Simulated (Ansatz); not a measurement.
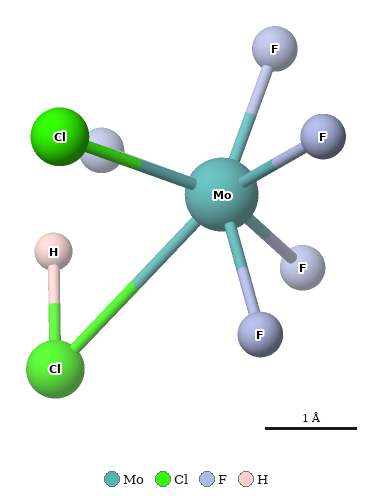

**Figure 1.** The input geometry (ball-and-stick view, seen at a tilt). Sticks mark near contacts.

# Run report: MoHCl2F5, molecular dynamics (part 1 of 4)

MoHCl2F5, computed with RKS PBE-D4/def2-SVP (Ansatz 0.2.0).

It belongs to a series of runs on one base structure; here: dynamics from the highest image of the converged band.

### Input
```yaml
crystal:
  periodic: [false, false, false]
  atoms:
    - { symbol: Mo, position_ang: [0.156654, 0.17921, -0.115849] }
    - { symbol: Cl, position_ang: [0.626979, -0.510054, 2.521898] }
    - { symbol: Cl, position_ang: [2.401177, -0.156478, -0.199834] }
    - { symbol: F, position_ang: [-0.046729, 1.771518, -1.032943] }
    - { symbol: F, position_ang: [-1.478189, 0.548824, 0.651408] }
    - { symbol: F, position_ang: [-0.354412, -1.590214, 0.068618] }
    - { symbol: F, position_ang: [0.046048, -0.386658, -1.876418] }
    - { symbol: F, position_ang: [0.750199, 1.705173, 1.197215] }
    - { symbol: H, position_ang: [0.807972, 0.907182, 2.138206] }
basis:
  gaussian: { orbitals: def2-SVP }
hamiltonian:
  xc: pbe
  dispersion: d4
md:
  timestep: 0.5
  n_steps: 200
  ensemble: nve
  temperature: 300.0
  initial_velocities: maxwell_boltzmann
  seed: 8062
```

Machine: 4 threads of Arm Neoverse V2, 24 GiB of memory available, shared host.

Launch command:
```bash
ansatz run input.yaml --threads 4 --pin off --max-ram 5120MiB --backend cpu --events-out ev --progress --plain --runs-dir out
```

### What the program printed
```
Engine: ansatz 0.2.0, aarch64-unknown-linux-gnu
Functional definition: PBE
  parameter kappa = 0.804
  parameter beta = 0.06672455060314922
  exchange = pbe_x(kappa = kappa, mu = beta*pi^2/3)
  correlation = pbe_c(beta = beta)
1491 factors; their error is unknown
mean field evaluation 1: about -40454.6009 eV, gradient 8.3e1 eV
mean field evaluation 2: about -40151.2693 eV, gradient 3.6e2 eV
mean field evaluation 4: about -40461.7489 eV, gradient 5.4e1 eV
mean field evaluation 8: about -40467.1918 eV, gradient 2.2e0 eV
mean field evaluation 16: about -40467.1240 eV, gradient 1.1e-2 eV
mean field -40467.12396739 eV, -1487.1393761996 hartree, gradient 2.1e-5 eV, S^2 0.000000; 0 other end points of the search recorded, 0 dependent functions left out
the calculation of the forces begins
reference -40467.12404197 eV, -1487.1393789406 hartree; 47, 47 occupied and 95, 95 virtual orbitals, 1491 factors
md step     0: t =     0.00 fs  T =   300.0 K  F+E_penalty+E_count = -40467.43400365 eV  E_kin = 0.271446 eV  conserved = -40467.16255766 eV  (35 SCF iters)
these checks for a lower state are left out or cut short: starts, cluster_reference, orbital_swaps, neighbouring_geometries, increment
1491 factors; their error is unknown
mean field -40467.12241668 eV, -1487.1393192124 hartree, gradient 2.4e-5 eV, S^2 0.000000; 0 other end points of the search recorded, 0 dependent functions left out
the calculation of the forces begins
reference -40467.12249125 eV, -1487.1393219528 hartree; 47, 47 occupied and 95, 95 virtual orbitals, 1491 factors
md step     1: t =     0.50 fs  T =   298.6 K  F+E_penalty+E_count = -40467.43270729 eV  E_kin = 0.270154 eV  conserved = -40467.16255325 eV  (36 SCF iters, 3 dispersion substeps)
[... from here on the SCF iterations and repeated set-up lines of each step are left out, up to the last step ...]
md step     2: t =     1.00 fs  T =   294.3 K  F+E_penalty+E_count = -40467.42885451 eV  E_kin = 0.266313 eV  conserved = -40467.16254121 eV  (36 SCF iters, 3 dispersion substeps)
md step     3: t =     1.50 fs  T =   287.5 K  F+E_penalty+E_count = -40467.42263262 eV  E_kin = 0.260110 eV  conserved = -40467.16252269 eV  (36 SCF iters, 3 dispersion substeps)
md step     4: t =     2.00 fs  T =   278.3 K  F+E_penalty+E_count = -40467.41433246 eV  E_kin = 0.251833 eV  conserved = -40467.16249901 eV  (36 SCF iters, 3 dispersion substeps)
md step     5: t =     2.50 fs  T =   267.3 K  F+E_penalty+E_count = -40467.40432724 eV  E_kin = 0.241855 eV  conserved = -40467.16247185 eV  (36 SCF iters, 3 dispersion substeps)
md step     6: t =     3.00 fs  T =   254.9 K  F+E_penalty+E_count = -40467.39304677 eV  E_kin = 0.230604 eV  conserved = -40467.16244308 eV  (36 SCF iters, 3 dispersion substeps)
md step     7: t =     3.50 fs  T =   241.5 K  F+E_penalty+E_count = -40467.38094951 eV  E_kin = 0.218535 eV  conserved = -40467.16241412 eV  (36 SCF iters, 3 dispersion substeps)
md step     8: t =     4.00 fs  T =   227.8 K  F+E_penalty+E_count = -40467.36849677 eV  E_kin = 0.206110 eV  conserved = -40467.16238688 eV  (38 SCF iters, 3 dispersion substeps)
md step     9: t =     4.50 fs  T =   214.1 K  F+E_penalty+E_count = -40467.35612678 eV  E_kin = 0.193765 eV  conserved = -40467.16236208 eV  (37 SCF iters, 3 dispersion substeps)
md step    10: t =     5.00 fs  T =   201.0 K  F+E_penalty+E_count = -40467.34423606 eV  E_kin = 0.181895 eV  conserved = -40467.16234101 eV  (37 SCF iters, 3 dispersion substeps)
md step    11: t =     5.50 fs  T =   188.8 K  F+E_penalty+E_count = -40467.33316247 eV  E_kin = 0.170838 eV  conserved = -40467.16232432 eV  (37 SCF iters, 3 dispersion substeps)
md step    12: t =     6.00 fs  T =   177.8 K  F+E_penalty+E_count = -40467.32317458 eV  E_kin = 0.160862 eV  conserved = -40467.16231245 eV  (37 SCF iters, 3 dispersion substeps)
md step    13: t =     6.50 fs  T =   168.2 K  F+E_penalty+E_count = -40467.31446491 eV  E_kin = 0.152160 eV  conserved = -40467.16230538 eV  (37 SCF iters, 3 dispersion substeps)
md step    14: t =     7.00 fs  T =   160.1 K  F+E_penalty+E_count = -40467.30714791 eV  E_kin = 0.144845 eV  conserved = -40467.16230311 eV  (37 SCF iters, 3 dispersion substeps)
md step    15: t =     7.50 fs  T =   153.6 K  F+E_penalty+E_count = -40467.30126044 eV  E_kin = 0.138955 eV  conserved = -40467.16230512 eV  (37 SCF iters, 3 dispersion substeps)
md step    16: t =     8.00 fs  T =   148.6 K  F+E_penalty+E_count = -40467.29676727 eV  E_kin = 0.134456 eV  conserved = -40467.16231162 eV  (37 SCF iters, 3 dispersion substeps)
md step    17: t =     8.50 fs  T =   145.1 K  F+E_penalty+E_count = -40467.29356601 eV  E_kin = 0.131245 eV  conserved = -40467.16232150 eV  (37 SCF iters, 3 dispersion substeps)
md step    18: t =     9.00 fs  T =   142.8 K  F+E_penalty+E_count = -40467.29149897 eV  E_kin = 0.129165 eV  conserved = -40467.16233424 eV  (38 SCF iters, 3 dispersion substeps)
md step    19: t =     9.50 fs  T =   141.5 K  F+E_penalty+E_count = -40467.29036456 eV  E_kin = 0.128016 eV  conserved = -40467.16234868 eV  (37 SCF iters, 3 dispersion substeps)
md step    20: t =    10.00 fs  T =   141.0 K  F+E_penalty+E_count = -40467.28993353 eV  E_kin = 0.127570 eV  conserved = -40467.16236390 eV  (36 SCF iters, 3 dispersion substeps)
md step    21: t =    10.50 fs  T =   141.0 K  F+E_penalty+E_count = -40467.28996597 eV  E_kin = 0.127587 eV  conserved = -40467.16237858 eV  (36 SCF iters, 3 dispersion substeps)
md step    22: t =    11.00 fs  T =   141.3 K  F+E_penalty+E_count = -40467.29023121 eV  E_kin = 0.127840 eV  conserved = -40467.16239142 eV  (37 SCF iters, 3 dispersion substeps)
md step    23: t =    11.50 fs  T =   141.6 K  F+E_penalty+E_count = -40467.29052774 eV  E_kin = 0.128127 eV  conserved = -40467.16240120 eV  (37 SCF iters, 3 dispersion substeps)
md step    24: t =    12.00 fs  T =   141.8 K  F+E_penalty+E_count = -40467.29070225 eV  E_kin = 0.128295 eV  conserved = -40467.16240686 eV  (37 SCF iters, 3 dispersion substeps)
md step    25: t =    12.50 fs  T =   141.7 K  F+E_penalty+E_count = -40467.29066547 eV  E_kin = 0.128258 eV  conserved = -40467.16240751 eV  (36 SCF iters, 3 dispersion substeps)
md step    26: t =    13.00 fs  T =   141.5 K  F+E_penalty+E_count = -40467.29040379 eV  E_kin = 0.128001 eV  conserved = -40467.16240303 eV  (37 SCF iters, 3 dispersion substeps)
md step    27: t =    13.50 fs  T =   141.0 K  F+E_penalty+E_count = -40467.28998304 eV  E_kin = 0.127589 eV  conserved = -40467.16239358 eV  (36 SCF iters, 3 dispersion substeps)
md step    28: t =    14.00 fs  T =   140.5 K  F+E_penalty+E_count = -40467.28954568 eV  E_kin = 0.127166 eV  conserved = -40467.16237989 eV  (36 SCF iters, 3 dispersion substeps)
md step    29: t =    14.50 fs  T =   140.3 K  F+E_penalty+E_count = -40467.28929943 eV  E_kin = 0.126936 eV  conserved = -40467.16236307 eV  (36 SCF iters, 3 dispersion substeps)
md step    30: t =    15.00 fs  T =   140.5 K  F+E_penalty+E_count = -40467.28949873 eV  E_kin = 0.127154 eV  conserved = -40467.16234473 eV  (36 SCF iters, 3 dispersion substeps)
md step    31: t =    15.50 fs  T =   141.6 K  F+E_penalty+E_count = -40467.29041927 eV  E_kin = 0.128092 eV  conserved = -40467.16232690 eV  (36 SCF iters, 3 dispersion substeps)
md step    32: t =    16.00 fs  T =   143.7 K  F+E_penalty+E_count = -40467.29232708 eV  E_kin = 0.130015 eV  conserved = -40467.16231192 eV  (37 SCF iters, 3 dispersion substeps)
md step    33: t =    16.50 fs  T =   147.1 K  F+E_penalty+E_count = -40467.29544351 eV  E_kin = 0.133141 eV  conserved = -40467.16230211 eV  (36 SCF iters, 3 dispersion substeps)
md step    34: t =    17.00 fs  T =   152.1 K  F+E_penalty+E_count = -40467.29990885 eV  E_kin = 0.137609 eV  conserved = -40467.16229990 eV  (37 SCF iters, 3 dispersion substeps)
md step    35: t =    17.50 fs  T =   158.5 K  F+E_penalty+E_count = -40467.30574604 eV  E_kin = 0.143438 eV  conserved = -40467.16230760 eV  (36 SCF iters, 3 dispersion substeps)
md step    36: t =    18.00 fs  T =   166.3 K  F+E_penalty+E_count = -40467.31282796 eV  E_kin = 0.150501 eV  conserved = -40467.16232734 eV  (36 SCF iters, 3 dispersion substeps)
md step    37: t =    18.50 fs  T =   175.2 K  F+E_penalty+E_count = -40467.32085081 eV  E_kin = 0.158491 eV  conserved = -40467.16235954 eV  (37 SCF iters, 3 dispersion substeps)
md step    38: t =    19.00 fs  T =   184.5 K  F+E_penalty+E_count = -40467.32932414 eV  E_kin = 0.166920 eV  conserved = -40467.16240402 eV  (37 SCF iters, 3 dispersion substeps)
md step    39: t =    19.50 fs  T =   193.5 K  F+E_penalty+E_count = -40467.33758130 eV  E_kin = 0.175123 eV  conserved = -40467.16245840 eV  (36 SCF iters, 3 dispersion substeps)
md step    40: t =    20.00 fs  T =   201.5 K  F+E_penalty+E_count = -40467.34482495 eV  E_kin = 0.182308 eV  conserved = -40467.16251687 eV  (39 SCF iters, 3 dispersion substeps)
md step    41: t =    20.50 fs  T =   207.4 K  F+E_penalty+E_count = -40467.35021977 eV  E_kin = 0.187650 eV  conserved = -40467.16257024 eV  (36 SCF iters, 3 dispersion substeps)
md step    42: t =    21.00 fs  T =   210.5 K  F+E_penalty+E_count = -40467.35303714 eV  E_kin = 0.190431 eV  conserved = -40467.16260627 eV  (37 SCF iters, 3 dispersion substeps)
md step    43: t =    21.50 fs  T =   210.2 K  F+E_penalty+E_count = -40467.35284254 eV  E_kin = 0.190231 eV  conserved = -40467.16261144 eV  (37 SCF iters, 3 dispersion substeps)
md step    44: t =    22.00 fs  T =   206.8 K  F+E_penalty+E_count = -40467.34969100 eV  E_kin = 0.187115 eV  conserved = -40467.16257625 eV  (37 SCF iters, 3 dispersion substeps)
md step    45: t =    22.50 fs  T =   200.9 K  F+E_penalty+E_count = -40467.34425912 eV  E_kin = 0.181759 eV  conserved = -40467.16250011 eV  (36 SCF iters, 3 dispersion substeps)
md step    46: t =    23.00 fs  T =   193.9 K  F+E_penalty+E_count = -40467.33783124 eV  E_kin = 0.175434 eV  conserved = -40467.16239709 eV  (37 SCF iters, 3 dispersion substeps)
md step    47: t =    23.50 fs  T =   187.6 K  F+E_penalty+E_count = -40467.33207018 eV  E_kin = 0.169775 eV  conserved = -40467.16229488 eV  (37 SCF iters, 3 dispersion substeps)
md step    48: t =    24.00 fs  T =   183.9 K  F+E_penalty+E_count = -40467.32858763 eV  E_kin = 0.166361 eV  conserved = -40467.16222711 eV  (36 SCF iters, 3 dispersion substeps)
md step    49: t =    24.50 fs  T =   183.7 K  F+E_penalty+E_count = -40467.32843651 eV  E_kin = 0.166217 eV  conserved = -40467.16222000 eV  (37 SCF iters, 3 dispersion substeps)
md step    50: t =    25.00 fs  T =   187.3 K  F+E_penalty+E_count = -40467.33172700 eV  E_kin = 0.169449 eV  conserved = -40467.16227842 eV  (36 SCF iters, 3 dispersion substeps)
md step    51: t =    25.50 fs  T =   193.6 K  F+E_penalty+E_count = -40467.33755180 eV  E_kin = 0.175168 eV  conserved = -40467.16238426 eV  (37 SCF iters, 3 dispersion substeps)
md step    52: t =    26.00 fs  T =   200.9 K  F+E_penalty+E_count = -40467.34426129 eV  E_kin = 0.181758 eV  conserved = -40467.16250353 eV  (38 SCF iters, 3 dispersion substeps)
md step    53: t =    26.50 fs  T =   207.1 K  F+E_penalty+E_count = -40467.34997462 eV  E_kin = 0.187372 eV  conserved = -40467.16260216 eV  (38 SCF iters, 3 dispersion substeps)
md step    54: t =    27.00 fs  T =   210.5 K  F+E_penalty+E_count = -40467.35311002 eV  E_kin = 0.190453 eV  conserved = -40467.16265682 eV  (38 SCF iters, 3 dispersion substeps)
md step    55: t =    27.50 fs  T =   210.1 K  F+E_penalty+E_count = -40467.35275537 eV  E_kin = 0.190096 eV  conserved = -40467.16265972 eV  (38 SCF iters, 3 dispersion substeps)
md step    56: t =    28.00 fs  T =   205.8 K  F+E_penalty+E_count = -40467.34879981 eV  E_kin = 0.186182 eV  conserved = -40467.16261739 eV  (38 SCF iters, 3 dispersion substeps)
md step    57: t =    28.50 fs  T =   198.2 K  F+E_penalty+E_count = -40467.34185056 eV  E_kin = 0.179307 eV  conserved = -40467.16254402 eV  (38 SCF iters, 3 dispersion substeps)
md step    58: t =    29.00 fs  T =   188.5 K  F+E_penalty+E_count = -40467.33302139 eV  E_kin = 0.170565 eV  conserved = -40467.16245627 eV  (38 SCF iters, 3 dispersion substeps)
md step    59: t =    29.50 fs  T =   178.3 K  F+E_penalty+E_count = -40467.32367615 eV  E_kin = 0.161308 eV  conserved = -40467.16236850 eV  (38 SCF iters, 3 dispersion substeps)
md step    60: t =    30.00 fs  T =   169.0 K  F+E_penalty+E_count = -40467.31519195 eV  E_kin = 0.152899 eV  conserved = -40467.16229286 eV  (38 SCF iters, 3 dispersion substeps)
md step    61: t =    30.50 fs  T =   161.9 K  F+E_penalty+E_count = -40467.30876491 eV  E_kin = 0.146527 eV  conserved = -40467.16223780 eV  (41 SCF iters, 3 dispersion substeps)
md step    62: t =    31.00 fs  T =   158.1 K  F+E_penalty+E_count = -40467.30526879 eV  E_kin = 0.143059 eV  conserved = -40467.16220930 eV  (38 SCF iters, 3 dispersion substeps)
md step    63: t =    31.50 fs  T =   158.0 K  F+E_penalty+E_count = -40467.30515781 eV  E_kin = 0.142947 eV  conserved = -40467.16221054 eV  (38 SCF iters, 3 dispersion substeps)
md step    64: t =    32.00 fs  T =   161.5 K  F+E_penalty+E_count = -40467.30841033 eV  E_kin = 0.146167 eV  conserved = -40467.16224317 eV  (38 SCF iters, 3 dispersion substeps)
md step    65: t =    32.50 fs  T =   168.2 K  F+E_penalty+E_count = -40467.31450827 eV  E_kin = 0.152203 eV  conserved = -40467.16230573 eV  (37 SCF iters, 5 dispersion substeps)
md step    66: t =    33.00 fs  T =   176.9 K  F+E_penalty+E_count = -40467.32246597 eV  E_kin = 0.160072 eV  conserved = -40467.16239402 eV  (37 SCF iters, 5 dispersion substeps)
md step    67: t =    33.50 fs  T =   186.1 K  F+E_penalty+E_count = -40467.33091940 eV  E_kin = 0.168423 eV  conserved = -40467.16249665 eV  (37 SCF iters, 5 dispersion substeps)
md step    68: t =    34.00 fs  T =   194.2 K  F+E_penalty+E_count = -40467.33830949 eV  E_kin = 0.175713 eV  conserved = -40467.16259641 eV  (36 SCF iters, 5 dispersion substeps)
md step    69: t =    34.50 fs  T =   199.5 K  F+E_penalty+E_count = -40467.34316644 eV  E_kin = 0.180497 eV  conserved = -40467.16266928 eV  (37 SCF iters, 5 dispersion substeps)
md step    70: t =    35.00 fs  T =   200.9 K  F+E_penalty+E_count = -40467.34448679 eV  E_kin = 0.181798 eV  conserved = -40467.16268850 eV  (37 SCF iters, 5 dispersion substeps)
md step    71: t =    35.50 fs  T =   198.4 K  F+E_penalty+E_count = -40467.34213176 eV  E_kin = 0.179497 eV  conserved = -40467.16263472 eV  (37 SCF iters, 5 dispersion substeps)
md step    72: t =    36.00 fs  T =   193.0 K  F+E_penalty+E_count = -40467.33710072 eV  E_kin = 0.174593 eV  conserved = -40467.16250808 eV  (36 SCF iters, 5 dispersion substeps)
md step    73: t =    36.50 fs  T =   187.0 K  F+E_penalty+E_count = -40467.33149538 eV  E_kin = 0.169158 eV  conserved = -40467.16233767 eV  (36 SCF iters, 5 dispersion substeps)
md step    74: t =    37.00 fs  T =   183.3 K  F+E_penalty+E_count = -40467.32804390 eV  E_kin = 0.165865 eV  conserved = -40467.16217891 eV  (37 SCF iters, 5 dispersion substeps)
md step    75: t =    37.50 fs  T =   184.7 K  F+E_penalty+E_count = -40467.32924299 eV  E_kin = 0.167150 eV  conserved = -40467.16209303 eV  (38 SCF iters, 5 dispersion substeps)
md step    76: t =    38.00 fs  T =   192.6 K  F+E_penalty+E_count = -40467.33642994 eV  E_kin = 0.174313 eV  conserved = -40467.16211716 eV  (37 SCF iters, 5 dispersion substeps)
md step    77: t =    38.50 fs  T =   206.7 K  F+E_penalty+E_count = -40467.34922728 eV  E_kin = 0.186984 eV  conserved = -40467.16224355 eV  (38 SCF iters, 5 dispersion substeps)
md step    78: t =    39.00 fs  T =   224.6 K  F+E_penalty+E_count = -40467.36566107 eV  E_kin = 0.203237 eV  conserved = -40467.16242363 eV  (38 SCF iters, 5 dispersion substeps)
md step    79: t =    39.50 fs  T =   243.5 K  F+E_penalty+E_count = -40467.38289523 eV  E_kin = 0.220302 eV  conserved = -40467.16259362 eV  (37 SCF iters, 5 dispersion substeps)
md step    80: t =    40.00 fs  T =   260.3 K  F+E_penalty+E_count = -40467.39820732 eV  E_kin = 0.235504 eV  conserved = -40467.16270336 eV  (37 SCF iters, 5 dispersion substeps)
md step    81: t =    40.50 fs  T =   273.0 K  F+E_penalty+E_count = -40467.40977416 eV  E_kin = 0.247042 eV  conserved = -40467.16273201 eV  (38 SCF iters, 5 dispersion substeps)
md step    82: t =    41.00 fs  T =   281.1 K  F+E_penalty+E_count = -40467.41702241 eV  E_kin = 0.254335 eV  conserved = -40467.16268740 eV  (38 SCF iters, 5 dispersion substeps)
md step    83: t =    41.50 fs  T =   285.1 K  F+E_penalty+E_count = -40467.42054573 eV  E_kin = 0.257954 eV  conserved = -40467.16259193 eV  (37 SCF iters, 5 dispersion substeps)
md step    84: t =    42.00 fs  T =   286.6 K  F+E_penalty+E_count = -40467.42175897 eV  E_kin = 0.259284 eV  conserved = -40467.16247502 eV  (38 SCF iters, 5 dispersion substeps)
md step    85: t =    42.50 fs  T =   287.5 K  F+E_penalty+E_count = -40467.42245548 eV  E_kin = 0.260094 eV  conserved = -40467.16236124 eV  (38 SCF iters, 5 dispersion substeps)
md step    86: t =    43.00 fs  T =   289.7 K  F+E_penalty+E_count = -40467.42440848 eV  E_kin = 0.262139 eV  conserved = -40467.16226982 eV  (38 SCF iters, 5 dispersion substeps)
md step    87: t =    43.50 fs  T =   294.9 K  F+E_penalty+E_count = -40467.42906053 eV  E_kin = 0.266848 eV  conserved = -40467.16221300 eV  (38 SCF iters, 5 dispersion substeps)
md step    88: t =    44.00 fs  T =   304.1 K  F+E_penalty+E_count = -40467.43731397 eV  E_kin = 0.275116 eV  conserved = -40467.16219802 eV  (37 SCF iters, 5 dispersion substeps)
md step    89: t =    44.50 fs  T =   317.4 K  F+E_penalty+E_count = -40467.44940497 eV  E_kin = 0.287176 eV  conserved = -40467.16222867 eV  (36 SCF iters, 5 dispersion substeps)
md step    90: t =    45.00 fs  T =   334.4 K  F+E_penalty+E_count = -40467.46484697 eV  E_kin = 0.302543 eV  conserved = -40467.16230368 eV  (36 SCF iters, 5 dispersion substeps)
md step    91: t =    45.50 fs  T =   353.7 K  F+E_penalty+E_count = -40467.48245201 eV  E_kin = 0.320034 eV  conserved = -40467.16241785 eV  (37 SCF iters, 5 dispersion substeps)
md step    92: t =    46.00 fs  T =   373.4 K  F+E_penalty+E_count = -40467.50044100 eV  E_kin = 0.337884 eV  conserved = -40467.16255662 eV  (37 SCF iters, 5 dispersion substeps)
md step    93: t =    46.50 fs  T =   391.2 K  F+E_penalty+E_count = -40467.51668754 eV  E_kin = 0.353992 eV  conserved = -40467.16269587 eV  (37 SCF iters, 5 dispersion substeps)
md step    94: t =    47.00 fs  T =   404.8 K  F+E_penalty+E_count = -40467.52911410 eV  E_kin = 0.366313 eV  conserved = -40467.16280119 eV  (36 SCF iters, 5 dispersion substeps)
md step    95: t =    47.50 fs  T =   412.7 K  F+E_penalty+E_count = -40467.53622978 eV  E_kin = 0.373395 eV  conserved = -40467.16283476 eV  (36 SCF iters, 5 dispersion substeps)
md step    96: t =    48.00 fs  T =   414.4 K  F+E_penalty+E_count = -40467.53770224 eV  E_kin = 0.374933 eV  conserved = -40467.16276902 eV  (36 SCF iters, 5 dispersion substeps)
md step    97: t =    48.50 fs  T =   411.3 K  F+E_penalty+E_count = -40467.53474713 eV  E_kin = 0.372141 eV  conserved = -40467.16260566 eV  (36 SCF iters, 5 dispersion substeps)
md step    98: t =    49.00 fs  T =   406.3 K  F+E_penalty+E_count = -40467.53005351 eV  E_kin = 0.367664 eV  conserved = -40467.16238925 eV  (35 SCF iters, 5 dispersion substeps)
md step    99: t =    49.50 fs  T =   403.2 K  F+E_penalty+E_count = -40467.52706322 eV  E_kin = 0.364863 eV  conserved = -40467.16220011 eV  (35 SCF iters, 5 dispersion substeps)
md step   100: t =    50.00 fs  T =   405.2 K  F+E_penalty+E_count = -40467.52873550 eV  E_kin = 0.366615 eV  conserved = -40467.16212011 eV  (35 SCF iters, 5 dispersion substeps)
```
